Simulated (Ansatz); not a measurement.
# C18NO (slab): what the fields show

Input file:

```
crystal:
  lattice:
    - [7.398, 0.0, 0.0]
    - [-3.699, 6.406856, 0.0]
    - [0.0, 0.0, 12.0]
  atoms:
    - { symbol: C, position: [0.0, 0.0, 0.0833333] }
    - { symbol: C, position: [0.2222222, 0.1111111, 0.0833333] }
    - { symbol: C, position: [0.0, 0.3333333, 0.0833333] }
    - { symbol: C, position: [0.2222222, 0.4444444, 0.0833333] }
    - { symbol: C, position: [0.0, 0.6666667, 0.0833333] }
    - { symbol: C, position: [0.2222222, 0.7777778, 0.0833333] }
    - { symbol: C, position: [0.3333333, 0.0, 0.0833333] }
    - { symbol: C, position: [0.5555556, 0.1111111, 0.0833333] }
    - { symbol: C, position: [0.3333333, 0.3333333, 0.0833333] }
    - { symbol: C, position: [0.5555556, 0.4444444, 0.0833333] }
    - { symbol: C, position: [0.3333333, 0.6666667, 0.0833333] }
    - { symbol: C, position: [0.5555556, 0.7777778, 0.0833333] }
    - { symbol: C, position: [0.6666667, 0.0, 0.0833333] }
    - { symbol: C, position: [0.8888889, 0.1111111, 0.0833333] }
    - { symbol: C, position: [0.6666667, 0.3333333, 0.0833333] }
    - { symbol: C, position: [0.8888889, 0.4444444, 0.0833333] }
    - { symbol: C, position: [0.6666667, 0.6666667, 0.0833333] }
    - { symbol: C, position: [0.8888889, 0.7777778, 0.0833333] }
    - { symbol: "N", position: [0.075528, 0.4840179, 0.18], spin: 1.0 }
    - { symbol: O, position: [0.075528, 0.4840179, 0.2783333] }
magnetization:
  spin_polarized: true
basis:
  ecutwfc: 420.0
kpoints:
  mp_grid: { grid: [2, 2, 1] }
hamiltonian:
  xc: lda
scf:
  occupations: { method: fermi_dirac, width: 0.02 }
  lower_state_search: "off"
relax:
  f_tol: 0.03
  max_steps: 60
  adjacent_minimum: "off"
output:
  write_density: true
  write_potential: true
  elf: true
  volumetric_format: npy
```

Command:

```sh
ansatz run input.yaml --threads 2 --pin off --max-ram 5120MiB --backend cpu --events-out ev --progress --plain --runs-dir out
```

The fields are those of the relaxed geometry.

The program warned that a starting moment wasn't kept; spin-polarised.

The calculation used DFT LDA, scalar-relativistic, plane waves, PAW (Ansatz 0.2.0).

Core electrons are frozen (PAW), and the valence fields are smoothed inside the atomic spheres.

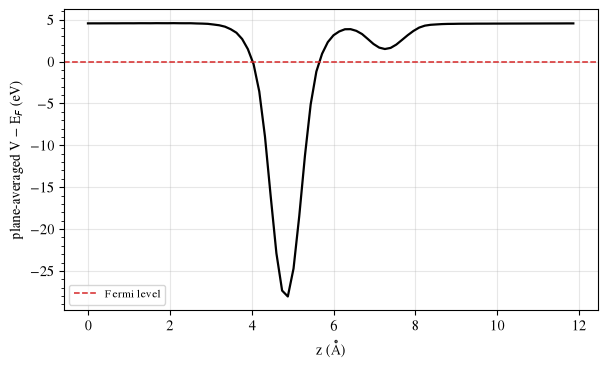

Figure 1. Plane average of the electrostatic potential energy of an electron across the slab.

> How far below the vacuum level is the Fermi level?

The potential is flat in the vacuum, 4.6 eV above the Fermi level; this is the work function, the same on both faces.

> How thick is the slab, and how wide the vacuum?

The outermost nuclei are 2.6 Å apart, in 2 atomic planes; the vacuum between periodic images is 9.4 Å wide.

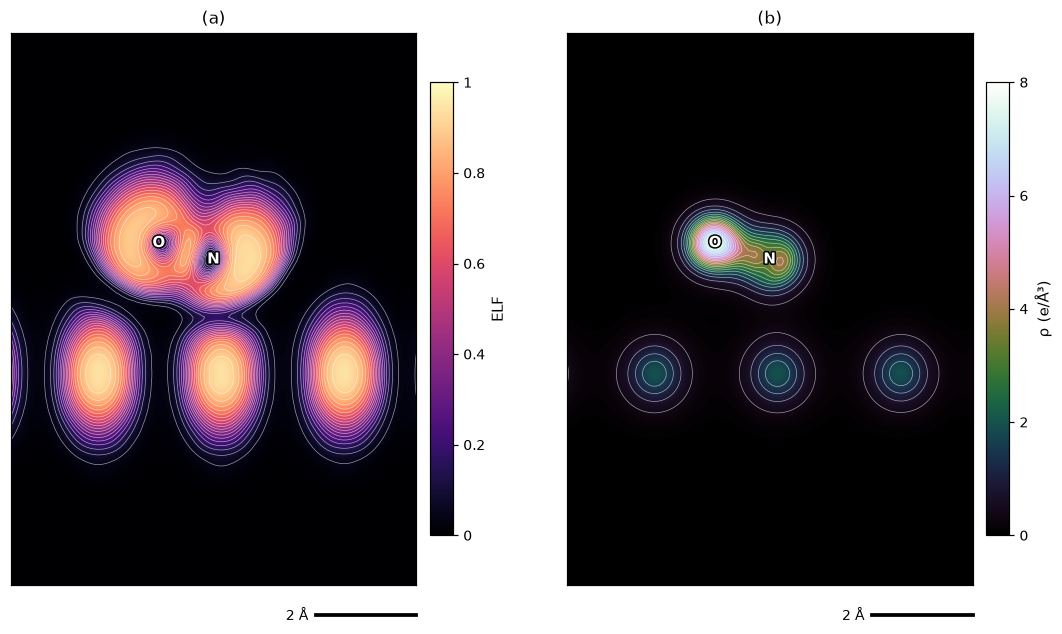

Figure 2. (a) electron localisation function; (b) valence charge density (pseudo) on the (100) plane of the calculation cell, a cut from vacuum to vacuum.

> What does the map show?

The plane passes through N and O nuclei. Atoms just off the plane (C, 0.7 Å away) can leave unmarked features too. N–O (1.14 Å): ρ is about 4.3 e/Å³ halfway; the ELF peaks at about 0.85 between the atoms. The density dies away to nearly zero in the vacuum. The ELF also peaks beside N and O, away from the bonds: lone-pair regions.

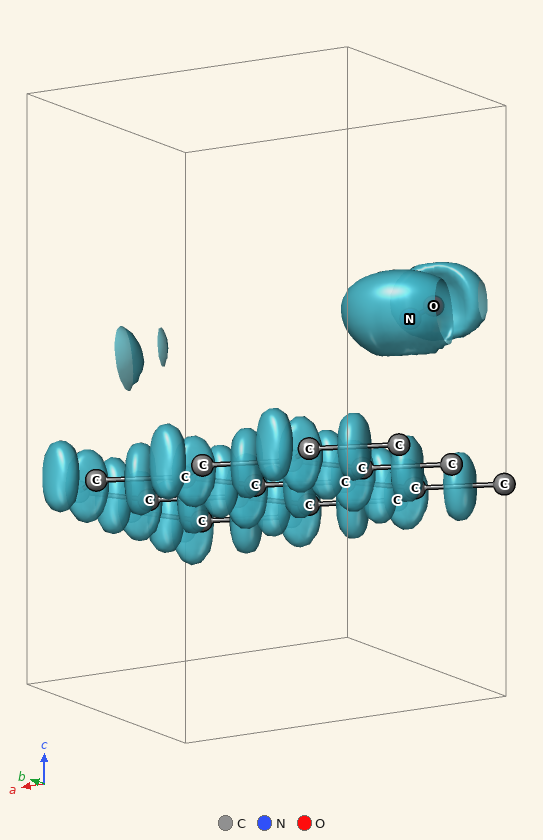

Figure 3. Isosurface of the electron localisation function at 0.85 (cyan), seen at an oblique angle. Only the valence region is drawn (cores and ρ < 0.01 e/Å³ removed). Sticks mark near contacts.

> What do the ELF domains correspond to?

At this value the surface marks out 27 regions between bonded C–C atoms, one lobe on N, pointing away from the bonds (lone pairs) and one lobe on O, pointing away from the bonds (lone pairs, which may merge into one lobe), counted in one cell of 20 atoms. Counts are for one cell; the picture repeats the cell along the surface. Along the contacts the grid gives the following. C–C (1.41 Å): the ELF peaks at about 0.95 between the atoms.

> Does the calculation make it a metal, or give it a gap?

It is metallic or semimetallic at this level of theory: no gap opens.
